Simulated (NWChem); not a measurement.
# C2H5O− (ethanolate): levels of theory compared

We compute a comparison of 6 runs (HF/3-21G, B3LYP/6-31G*, M06-2X/def2-SVPD, PBE0/def2-SVPD, r2SCAN/def2-SVPD) of C2H5O− (ethanolate). 

The results are computed with NWChem 7.3.0.

1 further run of the same task is left out (it didn't finish). Runs told in other sessions of the task aren't counted.

## Step 1: Starting point

C2H5O− has 8 atoms, charge -1, and is taken as a singlet. SMILES: `CC[O-]`. The C1–C2 distance was set to 2.786 Å, away from the relaxed value. At this shape a bond of the SMILES string is far longer than usual.

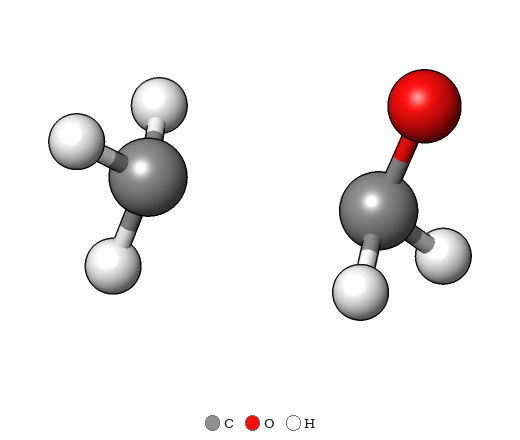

The structure, seen from a chosen angle (carbon grey, oxygen red, hydrogen white).

## Step 2: A single-point energy at HF/3-21G (run 1)

File sp.nw:

```
start sp
memory 2200 mb
charge -1
geometry units angstroms noautosym nocenter noautoz
 C       -1.157672       1.495955      -0.673964
 C        0.455590      -0.573780       0.261950
 O        1.696460      -0.210870       0.553250
 H       -2.180752       1.154235      -0.904764
 H       -0.713592       1.926575      -1.579744
 H       -1.209682       2.290575       0.080346
 H        0.369470      -1.383990      -0.532330
 H       -0.127780      -1.019260       1.131420
end
basis spherical bse
 * library 3-21G
end
scf
 thresh 1e-08
 maxiter 80
end
task scf
```

On the command line:

```
$ nwchem sp.nw > sp.out
```

Standard output:

```text
[...]
  functions       =    37
[...]
  wavefunction    = RHF
[...]
         Total SCF energy =   -152.453360642347
      One-electron energy =   -335.267909964210
      Two-electron energy =    121.320521171927
 Nuclear repulsion energy =     61.494028149936
        Time for solution =      0.4s
[...]
```

Run time: 0.98 s. Hardware: 1 thread of AMD EPYC 9R45 (Zen 5), shared host; peak memory 0.099 GiB.

## Step 3: The energy at B3LYP/6-31G(d) (spherical functions) (run 2)

File c2h5o.xyz:

```xyz
8
C2H5O energy
C     -1.157672     1.495955    -0.673964
C      0.455590    -0.573780     0.261950
O      1.696460    -0.210870     0.553250
H     -2.180752     1.154235    -0.904764
H     -0.713592     1.926575    -1.579744
H     -1.209682     2.290575     0.080346
H      0.369470    -1.383990    -0.532330
H     -0.127780    -1.019260     1.131420
```

File c2h5o.nw:

```
start c2h5o
title "C2H5O energy"
memory total 2200 mb
charge -1

geometry noautosym nocenter noautoz
  load format xyz c2h5o.xyz
end

basis spherical bse
  C library 6-31G*
  O library 6-31G*
  H library 6-31G*
end

dft
  xc b3lyp
  mult 1
  grid xfine
  convergence energy 1e-08
  iterations 100
  mulliken
  noprint "final vectors analysis"
end

task dft
```

On the command line:

```
$ nwchem c2h5o.nw > c2h5o.out
```

Standard output:

```text
[...]
          Wavefunction type:  closed shell.
          No. of atoms     :     8
          No. of electrons :    26
[...]
          Charge           :    -1
          Spin multiplicity:     1
[...]
          AO basis - number of functions:    52
[...]
              XC Information
              --------------
                         B3LYP Method XC Potential
                     Hartree-Fock (Exact) Exchange  0.200
                        Slater Exchange Functional  0.800 local
                    Becke 1988 Exchange Functional  0.720 non-local
              Lee-Yang-Parr Correlation Functional  0.810
                  VWN I RPA Correlation Functional  0.190 local
[...]
 d= 0,ls=0.0,diis     1   -154.1624102132 -2.16D+02  3.60D-02  9.65D-01     1.1
[...]
 d= 0,ls=0.0,diis    12   -154.3129144259 -1.88D-10  1.77D-07  8.32D-11    10.1
         Total DFT energy =     -154.312914425856
      One electron energy =     -336.864898586109
           Coulomb energy =      142.448101955797
    Exchange-Corr. energy =      -21.390145945479
 Nuclear repulsion energy =       61.494028149936
[...]
      Total Density - Mulliken Population Analysis
     ---------------------------------------------
    Atom       Charge   Shell Charges
 -----------   ------   -------------------------------------------------------
    1 C    6     6.60   2.00  0.67  1.96  0.72  1.24  0.03
    2 C    6     5.92   2.00  0.70  1.85  0.54  0.76  0.07
    3 O    8     8.58   2.00  0.91  2.83  0.98  1.84  0.02
    4 H    1     0.98   0.53  0.45
    5 H    1     0.97   0.53  0.44
    6 H    1     0.97   0.53  0.44
    7 H    1     0.99   0.53  0.46
    8 H    1     0.99   0.53  0.46
[...]
```

Wall time 11 s (1 thread of AMD EPYC 9R45 (Zen 5), shared host); peak memory 0.14 GiB.

## Step 4: A single-point energy at B3LYP/6-31G(d) (Cartesian functions) (run 3)

File input.nw:

```
start input
memory 2200 mb
charge -1

geometry units angstroms noautosym nocenter noautoz
   C    -1.157672    1.495955   -0.673964
   C     0.455590   -0.573780    0.261950
   O     1.696460   -0.210870    0.553250
   H    -2.180752    1.154235   -0.904764
   H    -0.713592    1.926575   -1.579744
   H    -1.209682    2.290575    0.080346
   H     0.369470   -1.383990   -0.532330
   H    -0.127780   -1.019260    1.131420
end

basis "ao basis" cartesian
   * library 6-31G*
end

dft
   xc b3lyp
   grid xfine
   convergence energy 1e-08
   maxiter 100
   mulliken
end

task dft energy
```

On the command line:

```
$ nwchem input.nw > input.out
```

Standard output:

```text
[...]
          Wavefunction type:  closed shell.
          No. of atoms     :     8
          No. of electrons :    26
[...]
          Charge           :    -1
          Spin multiplicity:     1
[...]
          AO basis - number of functions:    55
[...]
              XC Information
              --------------
                         B3LYP Method XC Potential
                     Hartree-Fock (Exact) Exchange  0.200
                        Slater Exchange Functional  0.800 local
                    Becke 1988 Exchange Functional  0.720 non-local
              Lee-Yang-Parr Correlation Functional  0.810
                  VWN I RPA Correlation Functional  0.190 local
[...]
 d= 0,ls=0.0,diis     1   -154.1633206187 -2.16D+02  3.57D-02  1.04D+00     1.1
[...]
 d= 0,ls=0.0,diis    12   -154.3163344527 -2.35D-10  2.44D-07  1.94D-10    10.6
         Total DFT energy =     -154.316334452695
      One electron energy =     -336.839903522347
           Coulomb energy =      142.394915328428
    Exchange-Corr. energy =      -21.365374408711
 Nuclear repulsion energy =       61.494028149936
[...]
      Total Density - Mulliken Population Analysis
     ---------------------------------------------
    Atom       Charge   Shell Charges
 -----------   ------   -------------------------------------------------------
    1 C    6     6.61   1.99  0.68  1.96  0.73  1.23  0.01
    2 C    6     5.92   1.99  0.72  1.85  0.56  0.76  0.04
    3 O    8     8.58   1.99  0.90  2.83  1.05  1.82 -0.01
    4 H    1     0.98   0.53  0.45
    5 H    1     0.96   0.53  0.44
    6 H    1     0.96   0.53  0.44
    7 H    1     0.99   0.53  0.46
    8 H    1     0.99   0.53  0.46
[...]
```

Run time: 11 s. Hardware: 1 thread of AMD EPYC 9R45 (Zen 5), shared host; peak memory 0.14 GiB.

Runs 4 to 5 aren't shown in full; the table further down has their settings and results.

## Step 5: The energy at r2SCAN/def2-SVPD (run 6)

c2h5o.xyz: that of step 3 with these lines changed.

```diff
@@ -1,3 +1,3 @@
 8
-C2H5O energy
+
 C     -1.157672     1.495955    -0.673964
```

File run.py:

```python
from ase.io import read
from ase.calculators.nwchem import NWChem

atoms = read('c2h5o.xyz')

calc = NWChem(
    label='c2h5o',
    theory='dft',
    memory='2200 mb',
    basis='def2-SVPD',
    basispar='spherical bse',
    charge=-1,
    dft={'xc': 'r2scan', 'mult': '1', 'grid': 'fine', 'convergence': 'energy 1e-08', 'iterations': '100', 'mulliken': None},
    task='energy',
)
atoms.calc = calc

print(f"energy = {atoms.get_potential_energy():.6f} eV")
print("dipole (e A):", atoms.get_dipole_moment().round(4))
```

On the command line:

```
$ export ASE_NWCHEM_COMMAND="nwchem PREFIX.nwi > PREFIX.nwo"
$ python run.py
```

Standard output:

```text
energy = -4194.479960 eV
dipole (e A): [-0.3838 -0.5841  0.0133]
```

The calculator wrote c2h5o.nwi:

```
title "c2h5o"

permanent_dir c2h5o

scratch_dir c2h5o

start c2h5o

geometry units angstrom nocenter noautosym noautoz
  C  -1.1576720000000000e+00 1.4959549999999999e+00 -6.7396400000000001e-01
  C  4.5558999999999999e-01 -5.7377999999999996e-01 2.6195000000000002e-01
  O  1.6964600000000001e+00 -2.1087000000000000e-01 5.5325000000000002e-01
  H  -2.1807520000000000e+00 1.1542349999999999e+00 -9.0476400000000001e-01
  H  -7.1359200000000000e-01 1.9265749999999999e+00 -1.5797440000000000e+00
  H  -1.2096819999999999e+00 2.2905750000000000e+00 8.0346000000000001e-02
  H  3.6947000000000002e-01 -1.3839900000000001e+00 -5.3232999999999997e-01
  H  -1.2778000000000000e-01 -1.0192600000000001e+00 1.1314200000000001e+00
end

charge -1

memory 2200 mb

basis spherical bse noprint
   * library def2-SVPD
end

dft
  xc r2scan
  mult 1
  grid fine
  convergence energy 1e-08
  iterations 100
  mulliken
end

task dft energy
```

c2h5o.nwo:

```text
Northwest Computational Chemistry Package (NWChem) 7.3.0
             --------------------------------------------------------

           Job information
           ---------------

    nwchem branch   = 7.3.0
    use scalapack   = T
    input           = c2h5o.nwi
    prefix          = c2h5o.
    data base       = c2h5o/c2h5o.db
    status          = startup
    nproc           =        1

           Memory information
           ------------------

    heap     =     72089594 doubles =      550.0 Mbytes
    stack    =     72089599 doubles =      550.0 Mbytes
    global   =    144179200 doubles =     1100.0 Mbytes (distinct from heap & stack)
    total    =    288358393 doubles =     2200.0 Mbytes
    verify   = yes
    hardfail = no

[... 98 lines left out ...]
  convergence criterion.
[... 18 lines left out ...]
          Convergence on density requested:  1.00D-05
[... 22 lines left out ...]
          Convergence Information
[... 60 lines left out ...]
   convergence    iter        energy       DeltaE   RMS-Dens  Diis-err    time
[... 17 lines left out ...]
           Coulomb energy =      141.539818548110
[... 7 lines left out ...]
                       DFT Final Molecular Orbital Analysis
[... 752 lines left out ...]
 center of mass
 --------------
 x =   0.62176117 y =   0.44834963 z =   0.08752551

 moments of inertia (a.u.)
 ------------------
         208.285317595672         143.753732860548         -99.288448068653
         143.753732860548         295.189883761319          73.625361167291
         -99.288448068653          73.625361167291         389.231885106528

     Multipole analysis of the density
     ---------------------------------

     L   x y z        total         alpha         beta         nuclear
     -   - - -        -----         -----         ----         -------
     0   0 0 0     -1.000000    -13.000000    -13.000000     25.000000

     1   1 0 0     -0.725298     -5.556421     -5.556421     10.387544
[... 8 lines of this table left out ...]
     2   0 0 2    -19.480817    -28.434729    -28.434729     37.388640

 Task  times  cpu:       13.9s     wall:       13.9s
 Total times  cpu:       14.0s     wall:       14.0s
```

Wall time 15 s (1 thread of AMD EPYC 9R45 (Zen 5), shared host); peak memory 0.12 GiB.

## Step 6: The series

| run | level | iteration cap | module | energy (Eh) | HOMO energy (eV) | LUMO energy (eV) | HOMO–LUMO gap (eV) | wall time |
| --- | --- | --- | --- | --- | --- | --- | --- | --- |
| 1 | HF/3-21G | 80 | scf | -152.453361 | -0.83 | 8.96 | 9.80 | 0.98 s |
| 2 | B3LYP/6-31G* (spherical functions) | 100 | dft | -154.312914 | – | – | – | 11 s |
| 3 | B3LYP/6-31G* (Cartesian functions) | 100 | dft | -154.316334 | 1.35 | 5.01 | 3.66 | 11 s |
| 4 | M06-2X/def2-SVPD | 100 | dft | -154.141672 | – | – | – | 15 s |
| 5 | PBE0/def2-SVPD | 100 | dft | -154.047998 | 0.11 | 3.95 | 3.84 | 12 s |
| 6 | r2SCAN/def2-SVPD | 100 | dft | -154.144297 | 0.84 | 3.31 | 2.47 | 15 s |

## Step 7: Outcome

```
                                                    quantity          value
                                         run 6: total energy  -154.14430 Eh
                                          run 6: HOMO energy        0.84 eV
                                          run 6: LUMO energy        3.31 eV
run 6: HOMO–LUMO gap (to an unbound level, set by the basis)        2.47 eV
```

In words: Over runs 1, 3, 5, 6 the HOMO–LUMO gap runs from 2.47 eV (r2SCAN/def2-SVPD) to 9.80 eV (HF/3-21G). The two ends differ in method and basis. The empty levels of an anion lie above zero and hang on the basis. Totals of different functionals can't be ranked against each other. In runs 3, 5, 6 the HOMO lies above zero, from self-interaction, a short basis or an electron that isn't bound. All runs together took 65 s, the longest 15 s.
